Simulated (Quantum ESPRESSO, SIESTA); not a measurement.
# In-plane stress of hcp Ti under biaxial strain, SIESTA DZP, PBEsol

Calculated with SIESTA 5.4.2: PBEsol; DZP orbitals, shift 0.01 Ry, mesh 400 Ry; k-mesh 12×12×7. The first two cell vectors are strained alike from typed lattice constants; the third vector's length and the atoms are relaxed. The geometries are those relaxed at QE, PBEsol. The typed cell isn't stress-free: at zero strain the reference's in-plane stress is -2.6 GPa, compression positive.

```
in-plane strain (%)  in-plane stress (GPa, compression positive)
                 -4                                        2.713
                 -3                                       0.5079
                 -2                                            ?
                 -1                                       -3.639
                  0                                       -5.606
                 +1                                       -7.409
                 +2                                       -8.875
                 +3                                       -10.52
                 +4                                        -11.5
```

**Question.** Fit a second-order form in the logarithmic strain to the rows given and interpolate to the withheld row.

**Working.**

With u = ln[(1 + ε)/(1 + ε0)], counted from the row at ε0 = +0 % where y0 = -5.606, a second-order form y = y0 + a u + b u² makes v = (y − y0)/u a line in u.

| u | v |
| --- | --- |
| -0.0408220 | -203.787 |
| -0.0304592 | -200.724 |
| -0.0100503 | -195.715 |
| 0.00995033 | -181.200 |
| 0.0198026 | -165.079 |
| 0.0295588 | -166.245 |
| 0.0392207 | -150.278 |

With n = 7: mean u = 0.00245728, mean v = -180.433, Σ(u − ū)² = 0.0055561, Σ(u − ū)(v − v̄) = 3.6235. Slope b = 3.6235 / 0.0055561 = 652.17; intercept a = v̄ − b ū = -182.04.

At the withheld row u = -0.02020, v = a + b u = -195.2, and y = y0 + u v.

Prediction at -2: -1.662 GPa. The run gave -1.635 GPa, so the fit is low by 0.027 GPa (1.7 % of the value).

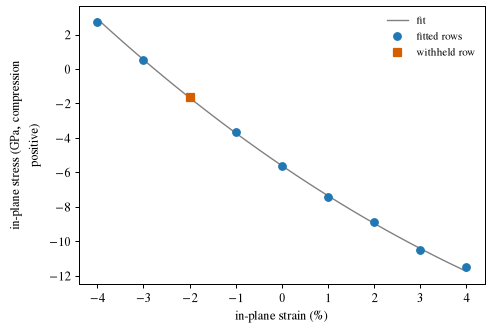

The fit, the rows that it rests on and the withheld row.

The first-order term gives a biaxial modulus of 182 GPa at ε0. The second-order term makes up 6.7 % of v at the withheld row. Among the rows given, the largest miss of the fit is at +4, by 0.24 GPa (1.7 % of the range of the table).

Limits: The nuclei are static. The DFT runs use Fermi–Dirac occupations of width 0.1 eV, and energies are free energies. The rows don't follow a smooth parabola (r.m.s. departure 0.7 % of their range), so v is no line in u and the first-order term is poorly fixed; a kink, the k-mesh or scatter of the relaxations can each do this.

[Logs are printed without paths, hosts, clocks, repeated set-up lines and the standing remarks that a program may print on its own settings, such as how far it seeks lower states.]

[Hosts, paths, dates, database ids (printed as entryN), source tags and the programs' standing remarks are cut or masked in the printed files.]
